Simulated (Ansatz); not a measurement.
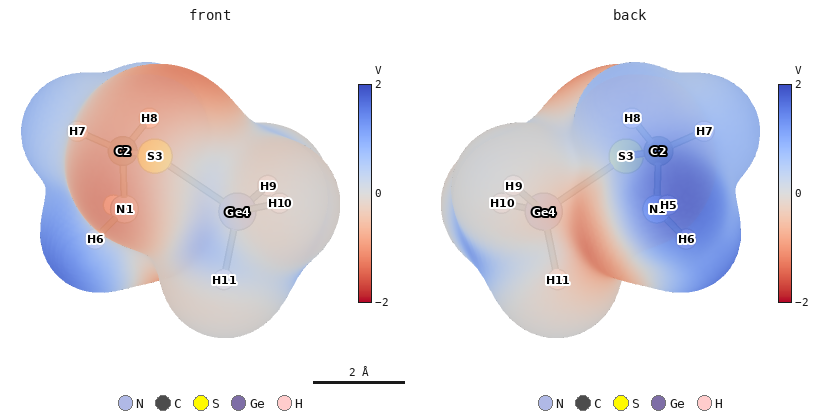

Figure 1: CH7GeNS. The molecular electrostatic potential painted on the density surface at 0.002 e/bohr³, seen from the front and from behind; red is negative and blue positive.

Level of theory: Ansatz, RKS B3LYP-D4/def2-SVP.

```yaml
atoms:
  - { symbol: N, position_ang: [-0.9570, 0.9653, -0.3816] }
  - { symbol: C, position_ang: [0.4726, 1.1688, -0.4600] }
  - { symbol: S, position_ang: [1.3536, 0.2336, 0.8608] }
  - { symbol: Ge, position_ang: [0.2335, -1.7095, 0.6536] }
  - { symbol: H, position_ang: [-1.4338, 1.3451, -1.2000] }
  - { symbol: H, position_ang: [-1.3476, 1.4087, 0.4502] }
  - { symbol: H, position_ang: [0.8232, 2.2126, -0.3334] }
  - { symbol: H, position_ang: [0.8272, 0.8202, -1.4431] }
  - { symbol: H, position_ang: [0.1094, -2.0793, -0.8378] }
  - { symbol: H, position_ang: [1.1334, -2.7330, 1.3806] }
  - { symbol: H, position_ang: [-1.1489, -1.6895, 1.3314] }
```

Which sites attract a positive test charge, and which a negative one?

Answer. A positive charge is drawn to the negative regions and a negative charge to the positive ones. The most negative region (about −1.1 V) lies over N1, the most positive (about +1.7 V) over H5. N1 is the likeliest acceptor of a hydrogen bond.
